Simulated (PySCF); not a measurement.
Molecule: In(H)2(F)(SH2), H4FInS, singlet. Atoms near the plane z = 0.0 Å, at the CAM-B3LYP/def2-SVP optimised geometry (x, y, z in Å): In1 (0.1, -1.1, 0.0), H2 (1.8, -1.1, 0.0), H3 (-1.2, -1.7, 0.9), S5 (-0.5, 1.7, 0.0), H7 (-1.8, 1.5, 0.4).

Computed with CAM-B3LYP/def2-TZVP, def2 effective core potentials past Kr (PySCF). The core electrons that the potentials of In replace are not part of the density. Cells within 0.4 Å of a nucleus heavier than hydrogen are left out (blank, or x). The values are rescaled to run from 0 to 1.

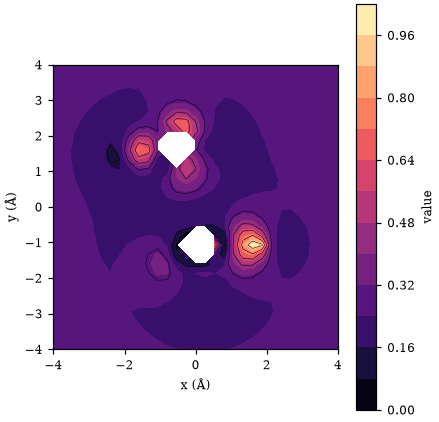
Figure. a field on the plane z = 0.0 Å.

Question: Which quantity is mapped?
A. Laplacian of the electron density
B. deformation density (molecule minus spherical neutral atoms)
C. electron localisation function
D. an orbital amplitude

Answer: B, deformation density (molecule minus spherical neutral atoms). In full: deformation density (molecule minus spherical neutral atoms) (e/bohr³).
